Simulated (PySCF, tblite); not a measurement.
**C5H15AlBNO2: geometry, infrared bands, NMR shifts and electronic excitations**

Aim: predict the infrared bands, NMR shifts and electronic excitations of C5H15AlBNO2 (`C[N+]1(C)[AlH2-][CH2]C[C@H]1B(O)O`).

The runs use tblite 0.8.0 and PySCF 2.14.0, with density-fitted response routines of our own; the level of theory stands in each step. All values are computed, except where a source is named. Atoms are numbered from 0 throughout.

**1. The molecule as given**

25 atoms, charge 0, multiplicity 1; geometry from: force field or distance geometry start.

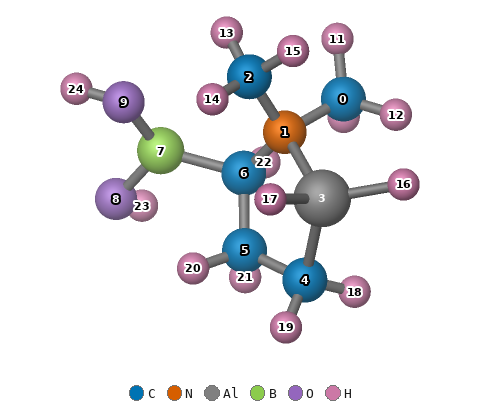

The starting geometry (carbon blue, nitrogen orange, aluminium grey, boron green, oxygen purple, hydrogen pink), atoms numbered.

**2. Relaxing the molecule with GFN2-xTB**

Job settings and geometry (Å):

```
{"job": {"kind": "relax", "xc": "GFN2-xTB", "basis": "xTB"}, "charge": 0, "multiplicity": 1}
C     -1.774200    -0.359000    -1.010500
N     -0.809800    -0.131800     0.048500
C     -1.178200    -0.963800     1.159100
Al    -0.951500     1.678200     0.694100
C      0.580200     2.215000    -0.457600
C      1.293100     0.930800    -0.536800
C      0.478800    -0.266900    -0.488600
B      1.391600    -1.400500     0.184100
O      2.789600    -1.431500    -0.270300
O      1.086000    -2.094400     1.408700
H     -1.261500    -0.514200    -1.990800
H     -2.362700    -1.301400    -0.843300
H     -2.438800     0.519000    -1.124300
H     -1.199700    -2.040600     0.954300
H     -0.645300    -0.674700     2.095900
H     -2.253100    -0.686800     1.402700
H     -2.314000     2.349200     0.308800
H     -0.601600     1.709700     2.241700
H      0.199200     2.618900    -1.411400
H      1.201600     2.959100     0.106400
H      2.057900     0.907600     0.285400
H      1.883000     0.929500    -1.488300
H      0.371200    -0.630700    -1.528100
H      2.761900    -1.429700    -1.258800
H      1.685500    -2.866700     1.528400
```

The run is started by

```console
> OMP_NUM_THREADS=1 python probes_run.py task.json out
```

One launch serves the whole session: the jobs run in the order shown.

The program printed:

```text
step      E/eV     max force
  0    -863.40497    4.333
  1    -864.36708    1.818
  2    -864.65172    1.294
  3    -864.76842    1.332
  4    -864.95063    0.915
  5    -865.02517    0.801
  6    -865.08146    0.722
  7    -865.13547    0.508
  8    -865.17093    0.506
  9    -865.19893    0.323
 10    -865.21738    0.300
 11    -865.22980    0.225
 12    -865.23893    0.255
 13    -865.24742    0.291
 14    -865.25496    0.250
 15    -865.26211    0.157
 16    -865.26738    0.169
 17    -865.27398    0.235
 18    -865.28242    0.317
 19    -865.29222    0.350
 20    -865.30147    0.242
 21    -865.30973    0.183
 22    -865.31781    0.188
 23    -865.32578    0.272
 24    -865.33365    0.282
 25    -865.34117    0.188
 26    -865.34808    0.178
 27    -865.35515    0.191
 28    -865.36368    0.199
 29    -865.37357    0.186
 30    -865.38342    0.181
 31    -865.39248    0.204
 32    -865.40136    0.181
 33    -865.41065    0.173
 34    -865.42058    0.198
 35    -865.42566    0.408
 36    -865.44070    0.255
 37    -865.45379    0.248
 38    -865.47754    0.240
 39    -865.48608    0.247
 40    -865.49844    0.197
 41    -865.50705    0.208
 42    -865.51631    0.284
 43    -865.52025    0.345
 44    -865.52950    0.143
 45    -865.53463    0.134
 46    -865.54007    0.126
 47    -865.54366    0.142
 48    -865.54654    0.102
 49    -865.54822    0.091
 50    -865.54952    0.079
 51    -865.55085    0.086
 52    -865.55239    0.091
 53    -865.55397    0.103
 54    -865.55532    0.096
 55    -865.55632    0.058
 56    -865.55715    0.057
 57    -865.55805    0.067
 58    -865.55926    0.105
 59    -865.56079    0.109
 60    -865.56249    0.106
 61    -865.56413    0.099
 62    -865.56563    0.068
 63    -865.56707    0.086
 64    -865.56859    0.073
 65    -865.57019    0.076
 66    -865.57186    0.084
 67    -865.57353    0.084
 68    -865.57498    0.076
 69    -865.57611    0.061
 70    -865.57704    0.066
 71    -865.57800    0.078
 72    -865.57902    0.065
 73    -865.58001    0.107
 74    -865.58097    0.064
 75    -865.58213    0.084
 76    -865.58322    0.101
 77    -865.58511    0.103
 78    -865.58727    0.081
 79    -865.58948    0.100
 80    -865.59141    0.091
 81    -865.59335    0.109
 82    -865.59577    0.111
 83    -865.59874    0.100
 84    -865.60165    0.120
 85    -865.60413    0.107
 86    -865.60652    0.095
 87    -865.60904    0.111
 88    -865.61182    0.125
 89    -865.61480    0.116
 90    -865.61814    0.167
 91    -865.62203    0.119
 92    -865.62848    0.126
 93    -865.63251    0.127
 94    -865.63866    0.151
 95    -865.64402    0.184
 96    -865.65026    0.144
 97    -865.65734    0.237
 98    -865.66174    0.169
 99    -865.66612    0.147
100    -865.67169    0.217
101    -865.67777    0.222
102    -865.68746    0.286
103    -865.69513    0.243
104    -865.70502    0.194
105    -865.71006    0.179
106    -865.71488    0.188
107    -865.72037    0.219
108    -865.72798    0.166
109    -865.73780    0.179
110    -865.74361    0.169
111    -865.74730    0.336
112    -865.75652    0.198
113    -865.76171    0.157
114    -865.76830    0.146
115    -865.77273    0.157
116    -865.77710    0.157
117    -865.78317    0.145
118    -865.78737    0.144
119    -865.79100    0.157
120    -865.79407    0.109
121    -865.79653    0.100
122    -865.79884    0.075
123    -865.80085    0.099
124    -865.80304    0.105
125    -865.80537    0.100
126    -865.80719    0.101
127    -865.80884    0.103
128    -865.81102    0.096
129    -865.81347    0.095
130    -865.81542    0.126
131    -865.81699    0.097
132    -865.81830    0.083
133    -865.81961    0.066
134    -865.82090    0.063
135    -865.82249    0.087
136    -865.82379    0.065
137    -865.82488    0.053
138    -865.82569    0.049
139    -865.82631    0.048
140    -865.82687    0.055
141    -865.82747    0.054
142    -865.82812    0.067
143    -865.82880    0.065
144    -865.82945    0.056
145    -865.83002    0.049
146    -865.83042    0.033
147    -865.83069    0.039
148    -865.83092    0.032
149    -865.83114    0.032
150    -865.83133    0.032
151    -865.83149    0.025
152    -865.83164    0.024
153    -865.83179    0.024
154    -865.83191    0.025
155    -865.83202    0.025
156    -865.83213    0.018
157    -865.83223    0.019
158    -865.83233    0.018
159    -865.83242    0.018
160    -865.83251    0.020
161    -865.83260    0.018
162    -865.83269    0.016
163    -865.83275    0.014
164    -865.83279    0.013
165    -865.83283    0.013
166    -865.83287    0.012
167    -865.83291    0.012
168    -865.83294    0.010
```

Wall time 3.1 s (1 thread of Arm Neoverse N1, shared host); peak memory 0.18 GiB.

Along the way: (not every step is listed)

```tsv
step	energy from step 0 (eV)	largest force (eV/Å)
0	0.0000	4.3327
1	-0.9621	1.8185
2	-1.2467	1.2943
3	-1.3634	1.3317
4	-1.5457	0.9149
5	-1.6202	0.8007
6	-1.6765	0.7215
7	-1.7305	0.5077
8	-1.7660	0.5056
23	-1.9208	0.2725
38	-2.0726	0.2403
53	-2.1490	0.1029
68	-2.1700	0.0765
83	-2.1938	0.0997
98	-2.2568	0.1694
113	-2.3567	0.1571
128	-2.4060	0.0960
143	-2.4238	0.0652
158	-2.4274	0.0175
163	-2.4278	0.0141
164	-2.4278	0.0126
165	-2.4279	0.0133
166	-2.4279	0.0122
167	-2.4279	0.0117
168	-2.4280	0.0098
```

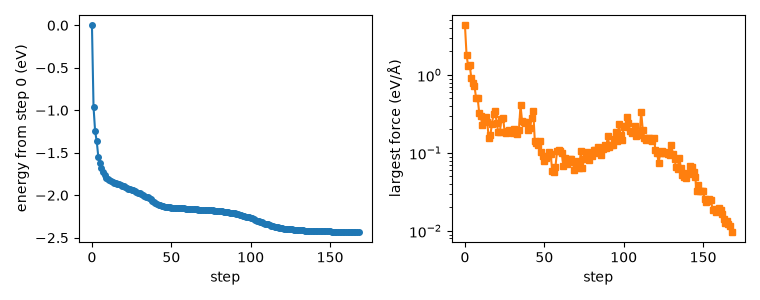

Energy and force, step by step.

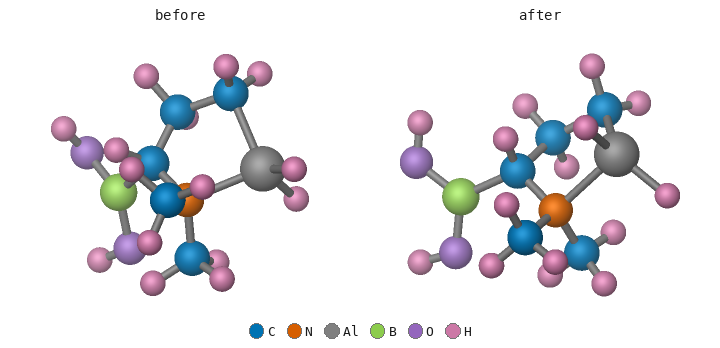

Before and after, at one scale.

Close pairs (by a distance rule), those that changed most:

```tsv
bond	before (Å)	after (Å)	change (Å)
N1–Al3	1.927	2.041	+0.114
B7–O8	1.470	1.358	-0.112
C5–C6	1.449	1.545	+0.096
B7–O9	1.440	1.350	-0.091
N1–C6	1.403	1.477	+0.075
C4–C5	1.471	1.541	+0.070
C2–H15	1.136	1.089	-0.047
Al3–C4	1.990	2.026	+0.036
```

The end geometry stands in the next job.

**3. Harmonic vibrations with GFN2-xTB**

Job settings and geometry (Å):

```
{"job": {"kind": "ir", "xc": "GFN2-xTB", "basis": "xTB"}, "charge": 0, "multiplicity": 1}
C     -1.809563    -0.892327    -0.522661
N     -0.850908    -0.029871     0.148840
C     -0.853345    -0.292496     1.580567
Al    -1.180400     1.959153    -0.167339
C      0.807047     2.275087     0.066197
C      1.439809     0.872986     0.160945
C      0.486033    -0.168922    -0.464556
B      1.168270    -1.629830    -0.478341
O      2.167947    -1.920120    -1.350355
O      0.804838    -2.596724     0.390286
H     -1.806182    -0.668381    -1.589077
H     -1.575488    -1.949589    -0.371572
H     -2.806576    -0.679655    -0.136561
H     -0.369994    -1.242495     1.814174
H     -0.344764     0.524822     2.092057
H     -1.884526    -0.309566     1.930707
H     -1.639113     1.921110    -1.671702
H     -2.266340     2.252534     0.912748
H      1.166379     2.740955    -0.867674
H      1.221990     2.907374     0.860411
H      1.636236     0.602251     1.199588
H      2.400871     0.821006    -0.362145
H      0.336540     0.167993    -1.504090
H      2.430166    -1.234126    -1.962007
H      1.310139    -3.407025     0.300694
```

The program printed:

```text
mode    cm-1     km/mol
  1      31.1      1.33
  2      81.2      3.80
  3     120.9      1.63
  4     135.5      0.79
  5     148.2      0.16
  6     197.4      4.03
  7     211.8      0.54
  8     227.2      1.15
  9     261.3      0.85
 10     280.2      1.89
 11     304.8      4.43
 12     317.1      0.91
 13     348.7      1.30
 14     419.1     11.33
 15     451.7      3.93
 16     458.6      4.43
 17     491.8     26.09
 18     539.3     71.90
 19     558.8     24.16
 20     567.4     48.76
 21     588.6     31.46
 22     604.6     70.89
 23     645.1    220.94
 24     665.4    541.64
 25     760.2     71.51
 26     765.9    494.45
 27     857.5      3.77
 28     930.4     23.26
 29     950.0    183.15
 30     966.0     47.87
 31     974.1     59.25
 32    1035.3     15.20
 33    1036.8     14.21
 34    1058.9     39.76
 35    1076.0      8.87
 36    1104.5     15.25
 37    1144.0     11.78
 38    1163.6     26.60
 39    1203.3    160.03
 40    1229.2     44.96
 41    1237.7     95.99
 42    1258.6     92.97
 43    1263.3     26.49
 44    1297.3    268.80
 45    1320.5     16.79
 46    1345.5     28.89
 47    1398.9      3.21
 48    1420.0      0.30
 49    1461.0      1.92
 50    1468.3      5.28
 51    1472.8      1.28
 52    1477.4     10.22
 53    1483.8     10.50
 54    1516.3      0.95
 55    1642.5    348.77
 56    1712.7    410.08
 57    2830.8     12.32
 58    2837.8     88.38
 59    2911.8     53.69
 60    2918.2     86.03
 61    2960.9     31.95
 62    2981.0     43.95
 63    2993.3     17.73
 64    2996.9     19.56
 65    2999.6     20.03
 66    3007.0     21.85
 67    3014.6     24.47
 68    3591.6     14.79
 69    3647.4     17.74
```

It took 2.4 s on 1 thread of Arm Neoverse N1, shared host; peak memory 0.18 GiB.

Which atoms move in the most intense modes:

```tsv
cm⁻¹	km/mol	atoms
645	220.9	H24 61 %, B7 19 %, O9 11 %
665	541.6	H16 36 %, H17 28 %, Al3 13 %
766	494.4	H16 45 %, H17 41 %, Al3 10 %
950	183.2	H23 66 %, O8 11 %
1203	160.0	B7 20 %, N1 20 %
1297	268.8	B7 61 %, O9 16 %
1642	348.8	H16 96 %
1713	410.1	H17 96 %
```

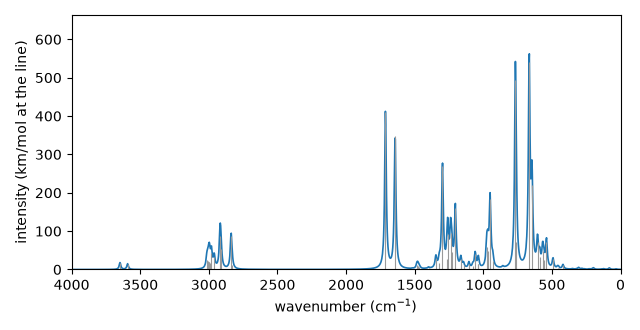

The infrared spectrum from these modes, unscaled. Lines are broadened to a width of 14 cm⁻¹ (Lorentzian).

**4. Geometry optimisation at PBE0-D3(BJ)/def2-SVP**

Job settings and geometry (Å):

```
{"job": {"xc": "PBE0", "basis": "def2-SVP", "d3": "d3bj", "grid": 1, "shake": 0.01, "kind": "geom"}, "charge": 0, "multiplicity": 1}
C     -1.789150    -0.917880    -0.518480
N     -0.856590    -0.034400     0.146680
C     -0.873540    -0.294820     1.571910
Al    -1.147170     1.961410    -0.170870
C      0.804230     2.268410     0.055650
C      1.435900     0.877810     0.158560
C      0.495610    -0.170920    -0.464310
B      1.183730    -1.624380    -0.483390
O      2.166120    -1.914710    -1.331000
O      0.802140    -2.599160     0.400310
H     -1.815050    -0.671300    -1.580250
H     -1.569680    -1.948670    -0.364870
H     -2.834860    -0.669440    -0.146160
H     -0.386680    -1.239730     1.821180
H     -0.349210     0.514060     2.092320
H     -1.885050    -0.295510     1.938180
H     -1.637170     1.932230    -1.673760
H     -2.275600     2.258370     0.918570
H      1.164230     2.733130    -0.865380
H      1.197050     2.914280     0.865320
H      1.619850     0.602860     1.189950
H      2.408440     0.800660    -0.371290
H      0.343640     0.179560    -1.525670
H      2.425190    -1.230850    -1.968100
H      1.326050    -3.418940     0.304240
```

The program printed:

```text
step   0  E = -671.17618243  max force = 0.041092
step   1  E = -671.18331258  max force = 0.011350
step   2  E = -671.18412325  max force = 0.003917
step   3  E = -671.18434026  max force = 0.001892
step   4  E = -671.18446108  max force = 0.002358
step   5  E = -671.18459370  max force = 0.002853
step   6  E = -671.18481723  max force = 0.002384
step   7  E = -671.18488427  max force = 0.001281
step   8  E = -671.18492239  max force = 0.001025
step   9  E = -671.18493413  max force = 0.000936
step  10  E = -671.18495102  max force = 0.000718
step  11  E = -671.18495939  max force = 0.000761
step  12  E = -671.18497433  max force = 0.000946
step  13  E = -671.18500327  max force = 0.001084
step  14  E = -671.18455489  max force = 0.004010
step  15  E = -671.18491240  max force = 0.001886
step  16  E = -671.18499117  max force = 0.001321
step  17  E = -671.18500618  max force = 0.001426
step  18  E = -671.18504348  max force = 0.000338
step  19  E = -671.18505129  max force = 0.000215
optimisation converged
```

Wall time 17 min (1 thread of Arm Neoverse N1, shared host); peak memory 1.1 GiB.

Step by step: (the energy doesn't fall at every step)

```tsv
step	energy from step 0 (eV)	largest force component (eV/Å)
0	0.0000	2.1130
1	-0.1940	0.5836
2	-0.2161	0.2014
3	-0.2220	0.0973
4	-0.2253	0.1213
5	-0.2289	0.1467
6	-0.2350	0.1226
7	-0.2368	0.0659
8	-0.2378	0.0527
9	-0.2381	0.0481
10	-0.2386	0.0369
11	-0.2388	0.0391
12	-0.2392	0.0486
13	-0.2400	0.0557
14	-0.2278	0.2062
15	-0.2376	0.0970
16	-0.2397	0.0679
17	-0.2401	0.0733
18	-0.2411	0.0174
19	-0.2413	0.0111
```

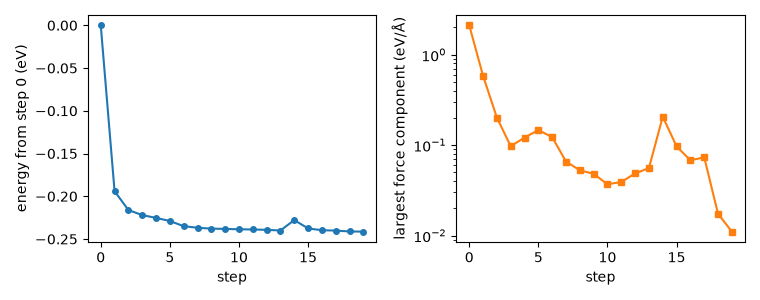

Energy and largest force along the relaxation.

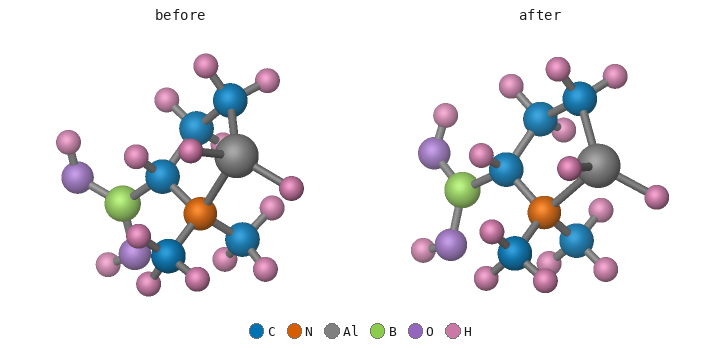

Before and after, at one scale.

Close pairs (by a distance rule), those that changed most:

```tsv
bond	before (Å)	after (Å)	change (Å)
N1–Al3	2.042	2.082	+0.040
C0–H12	1.137	1.099	-0.038
C0–H11	1.065	1.100	+0.035
B7–O8	1.330	1.361	+0.032
Al3–H16	1.581	1.611	+0.030
C0–N1	1.447	1.469	+0.023
C2–H15	1.076	1.098	+0.022
N1–C2	1.449	1.471	+0.022
```

The final coordinates are the input of the step that follows.

```tsv
at the end point	value
point group (found at 0.08 Å tolerance)	C1
rotational constants (GHz, main isotopes)	1.687, 0.880, 0.674
dipole moment (D)	4.94
```

(Part 1 of 2 ends here.)
